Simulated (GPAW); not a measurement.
**One shape, several levels: CH2FNS (SMILES [H]/N=C(/F)S)**

Wanted: a comparison of 3 runs (PBE/real-space grid, PBEsol/real-space grid, PBE/dzp) of CH2FNS. 

The calculation is run with GPAW 26.7.0.

5 further runs of the same task are left out: 1 that didn't finish, 4 set aside as unsound or not needed.

## 1. The system as given

The species is CH2FNS (6 atoms), meant as a singlet with charge 0. SMILES: `[H]/N=C(/F)S`. The shape is that of a PBE0-D4/def2-TZVP optimisation. This is one conformer, not always the lowest.

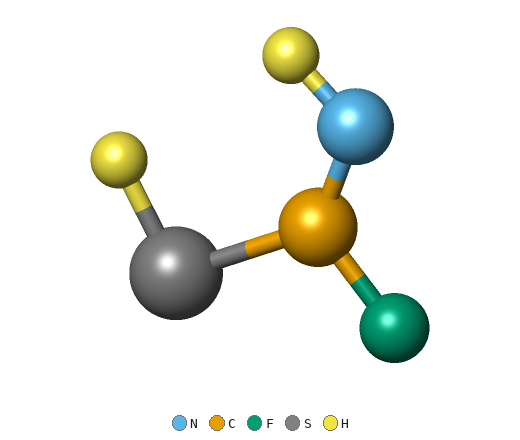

Viewed from a chosen angle; nitrogen blue, carbon amber, fluorine teal, sulfur grey, hydrogen yellow.

## 2. Energy and one-electron properties at PBE/real-space grid (scalar-relativistic datasets) (run 1)

sp.py reads:

```python
import numpy as np
from ase.io.zmatrix import parse_zmatrix
from ase.units import Debye
from gpaw import GPAW

atoms = parse_zmatrix("""
N
C 1 1.243385
F 2 1.33164 1 119.05841
S 2 1.763547 1 133.83432 3 179.99896
H 1 1.012555 2 113.37891 3 -179.99688
H 4 1.341228 2 95.1753 1 -0.0051
""")
atoms.center(vacuum=4.5)

gpaw_calc = GPAW(mode='fd', xc='PBE', maxiter=150, h=0.18, txt='-')
atoms.calc = gpaw_calc

energy = atoms.get_potential_energy()
print(f'Energy = {energy:.5f} eV')
forces = atoms.get_forces()
print('Forces (eV/Ang)')
for symbol, f in zip(atoms.symbols, forces):
    print(f'{symbol:2} {f[0]:9.4f} {f[1]:9.4f} {f[2]:9.4f}')
dipole = atoms.get_dipole_moment() / Debye
print(f'Dipole: {np.linalg.norm(dipole):.3f} D')
homo, lumo = gpaw_calc.get_homo_lumo()
print(f'HOMO: {homo:.3f} eV')
print(f'LUMO: {lumo:.3f} eV')
print(f'Gap: {lumo - homo:.3f} eV')
```

On the command line:

```console
$ python sp.py
```

The program printed:

```text
[...]
Number of symmetries: 1
[...]
  Number of IBZ points: 1
[...]
Spin-components: 1 (collinear spins)
Bands:           18
[...]
  Valence electrons: 24.0
[...]
  Grid points: [64 68 52]
  Charge: 0.0  # |e|
[...]
    cutoffs:
[...]
occupation numbers:
  # Zero width
[...]
xc functional:
  name: PBE with 2 nearest neighbor stencil
[...]
|iter     |     time |      energy | eigst |  dens |
[...]
|iter:   1| 00:00:04 |  -34.910012 | +1.19 |       |
[...]
|iter:  14| 00:00:32 |  -32.295422c| -7.51c| -5.83c|
Converged in 14 steps
[...]
Energy contributions relative to reference atoms: (reference = -16106.030627)
Energy contributions:
  Kinetic:          38.169784
  Coulomb:         -40.837906
  Zero:              0.849787
  External:          0.000000
  Xc:              -30.477088
  Entropy:           0.000000
  Spinorbit:         0.000000
  ----------------------------
  Free energy:     -32.295422
  Extrapolated:    -32.295422
dipole moment: (0.032845, -0.589493, 0.000029)  # |e|*Ang
Fermi level: -4.171
Eigenvalues  # (at kpt = [0.000, 0.000, 0.000])
| band index |      eig [eV] | occ [0-2] |
|------------|---------------|-----------|
|          0 |       -31.702 |     2.000 |
|        ... |               |           |
|          4 |       -13.644 |     2.000 |
|          5 |       -12.443 |     2.000 |
|          6 |       -12.177 |     2.000 |
|          7 |       -10.292 |     2.000 |
|          8 |        -9.867 |     2.000 |
|          9 |        -8.564 |     2.000 |
|         10 |        -7.249 |     2.000 |
|         11 |        -6.775 |     2.000 |
|         12 |        -1.568 |     0.000 |
|         13 |        -1.390 |     0.000 |
[...]
Gap: 5.207 eV
Transition (v -> c):
[...]
Forces (eV/Ang)
N    -0.7757    0.2464    0.0003
C     0.2392   -0.5605    0.0001
F     0.3564    0.8400   -0.0002
S     0.5177   -0.0517   -0.0001
H    -0.1936   -0.2861   -0.0000
H    -0.1912   -0.2017   -0.0000
Dipole: 2.836 D
HOMO: -6.775 eV
LUMO: -1.568 eV
Gap: 5.207 eV
```

Wall time 33 s (1 thread of Intel Xeon at 2.70GHz, shared host); peak memory 0.64 GiB.

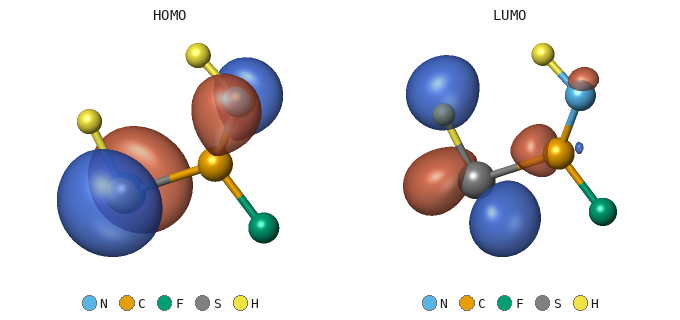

Frontier orbitals of this run, surfaces at ±0.2 Å^-3/2.

## 3. The charge distribution at PBEsol/real-space grid (scalar-relativistic datasets) (run 2)

gs.xyz reads:

```xyz
6

N      0.950900    -0.133600    -0.831100
C      0.296700    -0.460400     0.174500
F      0.690600    -1.513300     0.888300
S     -1.148300     0.183500     0.953900
H      0.576100     0.677000    -1.308300
H     -1.323900     1.182700     0.076600
```

gs_sp.py reads:

```python
import numpy as np
from ase.dft.wannier import Wannier
from ase.io import read, write
from ase.units import Bohr, Debye
from gpaw import GPAW, setup_paths
from gpaw.atom.configurations import parameters
from gpaw.atom.generator import Generator

mol = read("gs.xyz")
mol.set_cell([13.0, 13.0, 13.0])
mol.center()

for symbol in ["C", "F", "H", "N", "S"]:
    Generator(symbol, xcname="PBEsol", scalarrel=True, nofiles=True, txt=None).run(**parameters[symbol])
setup_paths.insert(0, ".")

calc = GPAW(mode="fd",
            h=0.16,
            xc="PBEsol",
            maxiter=150,
            poissonsolver={"name": "MomentCorrectionPoissonSolver", "poissonsolver": "fast", "moment_corrections": 9},
            symmetry="off",
            txt="-")
mol.calc = calc

energy = mol.get_potential_energy()
print(f"Energy: {energy:.5f} eV")
dipole = mol.get_dipole_moment() / Debye
print(f"Dipole = {np.linalg.norm(dipole):.3f} D")
homo, lumo = calc.get_homo_lumo()
print(f"HOMO: {homo:.3f} eV")
print(f"LUMO = {lumo:.3f} eV")
print(f"Gap = {lumo - homo:.3f} eV")

wan = Wannier(12, calc, initialwannier="bloch")
wan.localize()
centres = wan.get_centers()
radii_w = wan.get_radii()
for c, r in zip(centres, radii_w):
    print(f'centre {c[0]:8.3f} {c[1]:8.3f} {c[2]:8.3f}  radius {r:6.3f}')
write("density.cube", mol, data=calc.get_all_electron_density(gridrefinement=2) * Bohr**3)
```

On the command line:

```console
$ python gs_sp.py
```

The program printed:

```text
[...]
Number of symmetries: 1
[...]
  Number of IBZ points: 1
[...]
Spin-components: 1 (collinear spins)
Bands:           18
[...]
  Valence electrons: 24.0
[...]
  Grid points: [80 80 80]
  Charge: 0.0  # |e|
[...]
    cutoffs:
[...]
occupation numbers:
  # Zero width
[...]
xc functional:
  name: PBEsol with 2 nearest neighbor stencil
[...]
|iter     |     time |      energy | eigst |  dens |
[...]
|iter:   1| 00:00:23 |  -36.071319 | +1.21 |       |
[...]
|iter:  14| 00:02:05 |  -33.388314c| -7.66c| -5.87c|
Converged in 14 steps
[...]
Energy contributions relative to reference atoms: (reference = -16069.633355)
Energy contributions:
  Kinetic:          38.443806
  Coulomb:         -40.788673
  Zero:              0.587509
  External:          0.000000
  Xc:              -31.630957
  Entropy:           0.000000
  Spinorbit:         0.000000
  ----------------------------
  Free energy:     -33.388314
  Extrapolated:    -33.388314
dipole moment: (-0.380002, 0.433288, -0.073744)  # |e|*Ang
Fermi level: -4.161
Eigenvalues  # (at kpt = [0.000, 0.000, 0.000])
| band index |      eig [eV] | occ [0-2] |
|------------|---------------|-----------|
|          0 |       -31.601 |     2.000 |
|        ... |               |           |
|          4 |       -13.623 |     2.000 |
|          5 |       -12.410 |     2.000 |
|          6 |       -12.178 |     2.000 |
|          7 |       -10.263 |     2.000 |
|          8 |        -9.821 |     2.000 |
|          9 |        -8.557 |     2.000 |
|         10 |        -7.207 |     2.000 |
|         11 |        -6.765 |     2.000 |
|         12 |        -1.557 |     0.000 |
|         13 |        -1.390 |     0.000 |
[...]
Gap: 5.208 eV
Transition (v -> c):
[...]
centre    7.599    5.244    7.603  radius  0.662
centre    5.724    7.027    8.032  radius  1.081
centre    7.205    5.140    7.761  radius  0.624
centre    7.172    6.250    6.104  radius  0.843
centre    7.878    6.360    5.792  radius  0.915
centre    5.226    6.506    7.520  radius  1.083
```

Wall time 2.3 min (1 thread of Intel Xeon at 2.70GHz, shared host); peak memory 1.6 GiB.

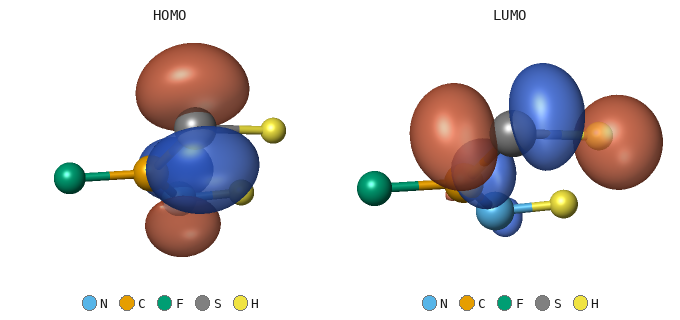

Frontier orbitals of this run, surfaces at ±0.2 Å^-3/2.

## 4. Energy and one-electron properties at PBE/dzp (scalar-relativistic datasets) (run 3)

run.py reads:

```python
import numpy as np
from ase.io.zmatrix import parse_zmatrix
from ase.units import Debye
from gpaw import GPAW

# Structure
zmat = """
N
C 1 r2
F 2 r3 1 a3
S 2 r4 1 a4 3 d4
H 1 r5 2 a5 3 d5
H 4 r6 2 a6 1 d6
"""
values = dict(r2=1.243385, r3=1.33164, a3=119.05841, r4=1.763547, a4=133.83432, d4=179.99896, r5=1.012555, a5=113.37891, d5=-179.99688, r6=1.341228, a6=95.1753, d6=-0.0051)
atoms = parse_zmatrix(zmat, defs=values)
atoms.center(vacuum=4.5)

# GPAW settings
calc = GPAW(mode='lcao', basis='dzp', h=0.18, xc='PBE', maxiter=150, txt='-')
atoms.calc = calc

energy = atoms.get_potential_energy()
print(f'Energy = {energy:.5f} eV')
forces = atoms.get_forces()
print('Forces (eV/Ang)')
for symbol, f in zip(atoms.symbols, forces):
    print(f'{symbol:2} {f[0]:9.4f} {f[1]:9.4f} {f[2]:9.4f}')
dipole = atoms.get_dipole_moment() / Debye
print(f'Dipole                  {np.linalg.norm(dipole):.3f} D')
homo, lumo = calc.get_homo_lumo()
print(f'HOMO = {homo:.3f} eV')
print(f'LUMO                    {lumo:.3f} eV')
print(f'Gap = {lumo - homo:.3f} eV')
```

On the command line:

```console
$ OMP_NUM_THREADS=1 python run.py
```

The program printed:

```text
[...]
Number of symmetries: 1
[...]
  Number of IBZ points: 1
[...]
basis functions: 62
Spin-components: 1 (collinear spins)
Bands:           18
[...]
  Valence electrons: 24.0
[...]
  Grid points: [64 68 52]
  Charge: 0.0  # |e|
[...]
    cutoffs:
[...]
occupation numbers:
  # Zero width
[...]
xc functional:
  name: PBE with 2 nearest neighbor stencil
[...]
|iter     |     time |      energy | eigst |  dens |
[...]
|iter:   1| 00:00:07 |  -31.670684 |      c|       |
[...]
|iter:   9| 00:00:14 |  -30.000500c|      c| -4.15c|
Converged in 9 steps
[...]
Energy contributions relative to reference atoms: (reference = -16106.030627)
Energy contributions:
  Kinetic:          35.197542
  Coulomb:         -34.662715
  Zero:              0.557195
  External:          0.000000
  Xc:              -31.092522
  Entropy:           0.000000
  Spinorbit:         0.000000
  ----------------------------
  Free energy:     -30.000500
  Extrapolated:    -30.000500
dipole moment: (0.042092, -0.542508, 0.000027)  # |e|*Ang
Fermi level: -3.545
Eigenvalues  # (at kpt = [0.000, 0.000, 0.000])
| band index |      eig [eV] | occ [0-2] |
|------------|---------------|-----------|
|          0 |       -31.263 |     2.000 |
|        ... |               |           |
|          4 |       -13.292 |     2.000 |
|          5 |       -12.044 |     2.000 |
|          6 |       -11.686 |     2.000 |
|          7 |        -9.901 |     2.000 |
|          8 |        -9.344 |     2.000 |
|          9 |        -8.084 |     2.000 |
|         10 |        -6.796 |     2.000 |
|         11 |        -6.348 |     2.000 |
|         12 |        -0.742 |     0.000 |
|         13 |        -0.726 |     0.000 |
[...]
Gap: 5.606 eV
Transition (v -> c):
[...]
Forces (eV/Ang)
N    -1.9317    0.9031    0.0006
C     1.1094   -0.9479    0.0001
F     0.7747    1.4209   -0.0004
S     0.9945    0.1359   -0.0001
H    -0.4111   -0.9057   -0.0000
H    -0.5082   -0.5407    0.0000
Dipole                  2.614 D
HOMO = -6.348 eV
LUMO                    -0.742 eV
Gap = 5.606 eV
```

Run time: 15 s. Hardware: 1 thread of Intel Xeon at 2.70GHz, shared host; peak memory 0.56 GiB.

## 5. All runs side by side

| run | level | grid spacing | vacuum round the molecule | energy (Eh) | dipole moment (D) | HOMO energy (eV) | LUMO energy (eV) | wall time |
| --- | --- | --- | --- | --- | --- | --- | --- | --- |
| 1 | PBE/real-space grid (scalar-relativistic datasets) | 0.18 | 4.5 | -593.072543 | 2.84 | -6.77 | -1.57 | 33 s |
| 2 | PBEsol/real-space grid (scalar-relativistic datasets) | 0.16 | 5 | -591.775131 | 2.79 | -6.77 | -1.56 | 2.3 min |
| 3 | PBE/dzp (scalar-relativistic datasets) | 0.18 | 4.5 | -592.988207 | 2.61 | -6.35 | -0.74 | 15 s |

## 6. Outcome

| quantity | value |
| --- | --- |
| run 3: energy as printed (from the program's reference atoms) | -30.0005 eV |
| run 3: dipole moment | 2.61 D |
| run 3: HOMO energy | -6.35 eV |
| run 3: LUMO energy | -0.74 eV |
| run 3: HOMO–LUMO gap | 5.61 eV |
| run 3: largest force on an atom | 2.132 eV/Å |

What this shows: The dipole moment (its size) runs from 2.61 D (PBE/dzp) to 2.84 D (PBE/real-space grid). The HOMO–LUMO gap runs from 5.21 eV (PBE/real-space grid) to 5.61 eV (PBE/dzp). Totals of different functionals can't be ranked against each other. All runs together took 3.1 min, the longest 2.3 min.
